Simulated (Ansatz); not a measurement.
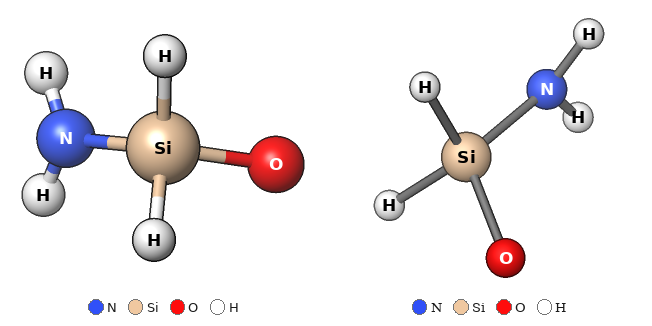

Both panels show the same species.

The species is neutral and a spin doublet.

> Count the atoms of each element.

H₄NOSi, 7 atoms: 4 hydrogen, 1 nitrogen, 1 oxygen and 1 silicon.

> What is its SMILES?

N[SiH2][O]

> Name some functional groups or characteristic bonds that it holds.

Among them: Si–H bond, Si–O bond, Si–N bond.

> How many bonds of each kind are drawn?

2 N–H, 2 Si–H, 1 N–Si, 1 O–Si.

> Does it have rings?

It has no ring.

More results for the same structure follow; atom numbers are the same in all pictures, views and colours differ. Computed geometry: PBE0-D4/def2-TZVP optimisation.

## Shape

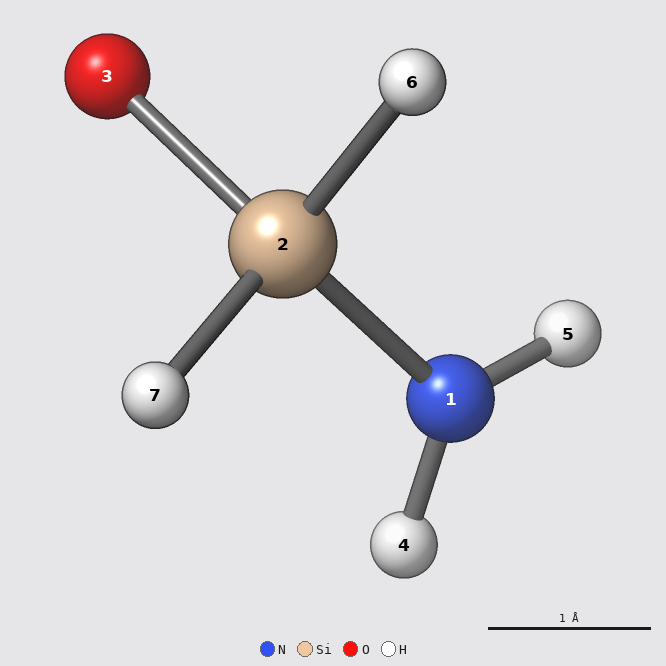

The atoms are numbered.

List the bonds and their lengths.

```csv
bond,length (Å),order
N1–Si2,1.699,single
N1–H4,1.006,single
N1–H5,1.007,single
Si2–O3,1.658,single
Si2–H6,1.490,single
Si2–H7,1.485,single
```

## Vibrations

Harmonic vibrations computed with UKS PBE0-D4/def2-TZVP (Ansatz 0.2.0) at a stationary point of the same level.

> List the wavenumbers.

15 modes: 124, 282, 379, 434, 620, 771, 845, 864, 891, 957, 1583, 2191, 2227, 3613, 3708 cm⁻¹.

## Electronic properties

Level of theory: UKS B3LYP-D4/def2-TZVPP (Ansatz 0.2.0).

> Estimate the dipole moment.

2.40 D.

> Give the dispersion correction at this level.

−15.5 kJ/mol.

> Give the ⟨S²⟩ of the determinant at this level.

0.754.

> Estimate the HOMO energy (Kohn–Sham orbital).

−7.74 eV.

## Charges

The questions are on Mulliken charges. Properties computed with UKS ωB97M-V/def2-TZVPP (Ansatz 0.2.0).

> Which atom carries the highest charge (most positive or least negative)?

Si2 (0.48 e).

> And the lowest?

N1 (−0.36 e).

Give the Mulliken charges atom by atom.

```json
{"atom": "N1", "value (e)": "−0.36"}
{"atom": "Si2", "value (e)": "0.48"}
{"atom": "O3", "value (e)": "−0.30"}
{"atom": "H4", "value (e)": "0.12"}
{"atom": "H5", "value (e)": "0.12"}
{"atom": "H6", "value (e)": "−0.03"}
{"atom": "H7", "value (e)": "−0.04"}
```

Mulliken values depend strongly on the basis set and can even reverse the polarity of a bond.
